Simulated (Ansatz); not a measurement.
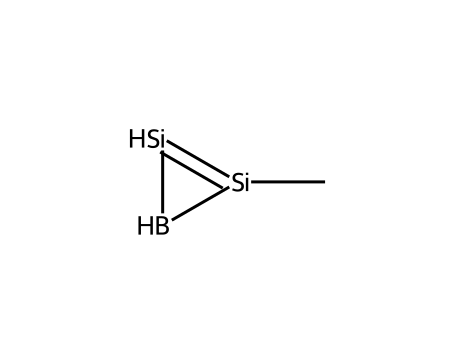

A structural formula.

> Transcribe the drawing into SMILES.

C[Si]1=[SiH]B1

> What is the molecular formula?

CH5BSi2.

More results for the same structure follow; atom numbers are the same in all pictures, views and colours differ. Computed geometry: PBE0-D4/def2-TZVP optimisation. No frequency run is at hand to confirm it as a minimum.

### Shape

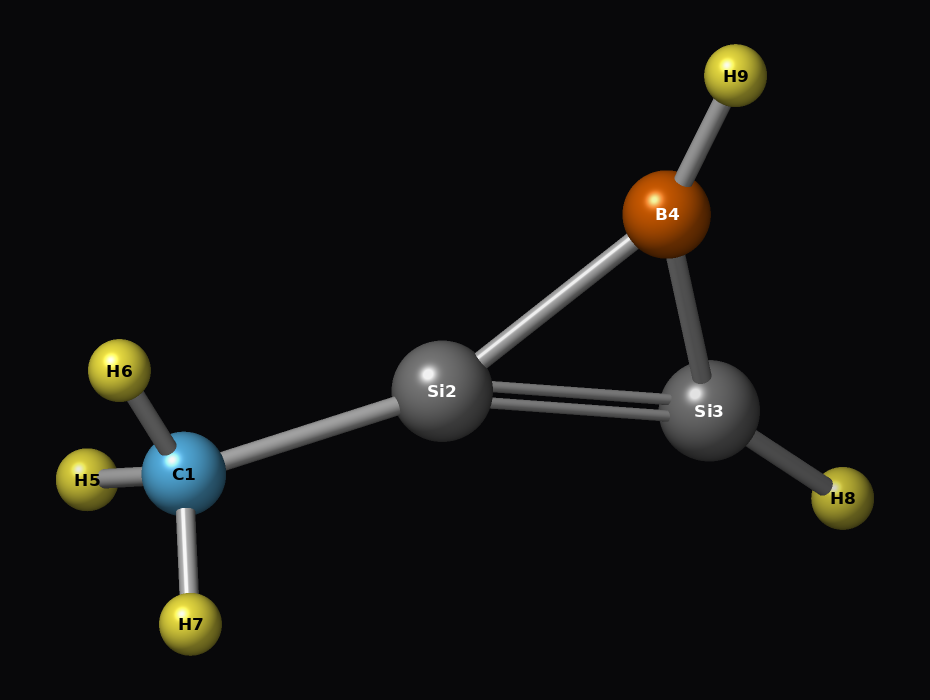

Numbered structure. No frequency run is at hand to confirm it as a minimum.

What are the angles Si2–C1–H5, Si2–C1–H6, Si2–C1–H7, C1–Si2–Si3, C1–Si2–B4, Si3–Si2–B4, Si2–Si3–B4, Si2–Si3–H8, B4–Si3–H8, Si2–B4–Si3, Si2–B4–H9, Si3–B4–H9?

```tsv
angle	degrees
Si2–C1–H5	110.0
Si2–C1–H6	110.4
Si2–C1–H7	109.6
C1–Si2–Si3	153.4
C1–Si2–B4	150.1
Si3–Si2–B4	56.5
Si2–Si3–B4	56.5
Si2–Si3–H8	154.5
B4–Si3–H8	149.1
Si2–B4–Si3	67.1
Si2–B4–H9	147.0
Si3–B4–H9	146.0
```

### Dipole moment

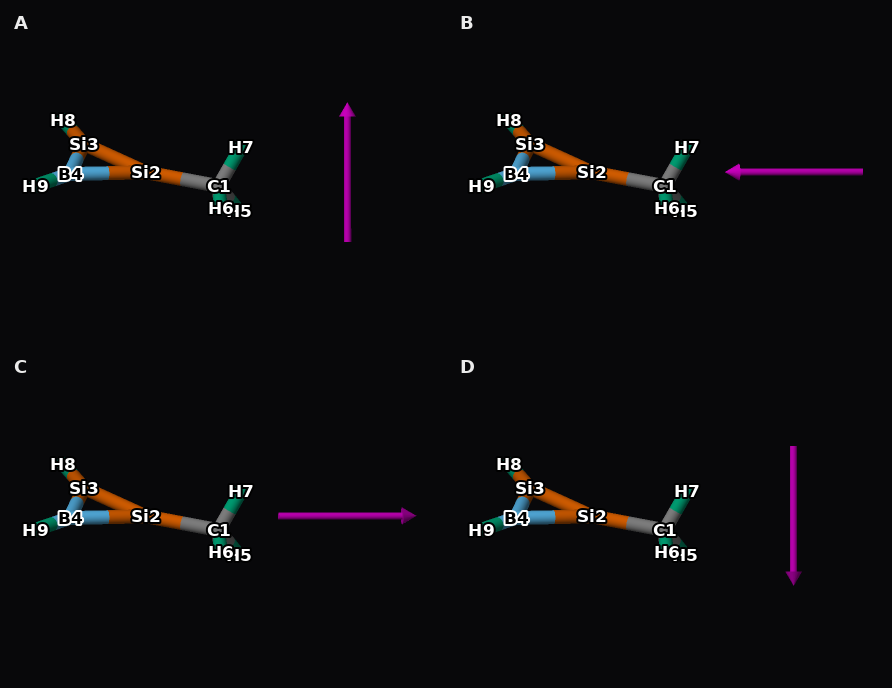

The same molecule four times, each with an arrow. No frequency run is at hand to confirm it as a minimum. Method: RKS PBE0-D4/def2-TZVP (Ansatz 0.2.0).

> Which arrow points along the dipole moment, from the negative to the positive end?

C. The dipole moment is 2.31 D; it points from the side of H9 to the side of H5, H7 (the outermost atoms at the two ends).

### Electronic properties

No frequency run is at hand to confirm it as a minimum. Level of theory: RKS PBE0-D4/def2-TZVPP (Ansatz 0.2.0).

What does the calculation give?

- HOMO energy (Kohn–Sham orbital): −6.63 eV
- LUMO energy (Kohn–Sham orbital): −1.30 eV
- HOMO–LUMO gap: 5.33 eV
- dispersion correction: −17.9 kJ/mol

### Charges

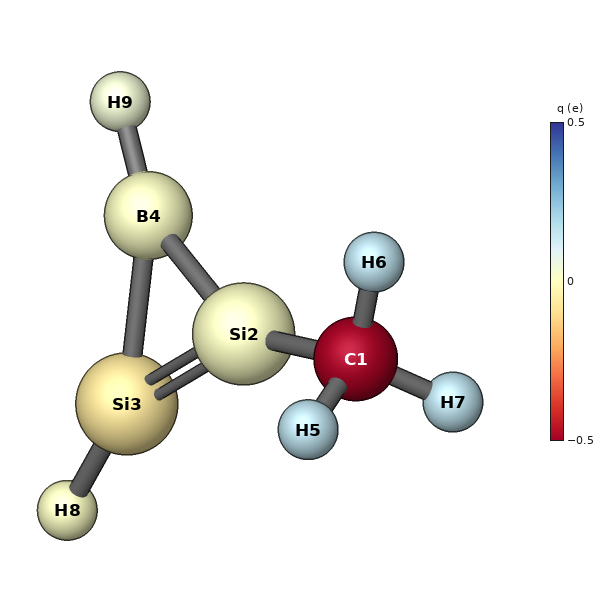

Atoms are coloured by their Mulliken charges. No frequency run is at hand to confirm it as a minimum. Method: RKS PBE0-D4/def2-TZVP (Ansatz 0.2.0).

List the Mulliken charges.

```
atom  value (e)
  C1      −0.48
 Si2       0.01
 Si3      −0.07
  B4       0.01
  H5       0.16
  H6       0.16
  H7       0.16
  H8       0.01
  H9       0.04
```

Mulliken values depend strongly on the basis set and can even reverse the polarity of a bond.
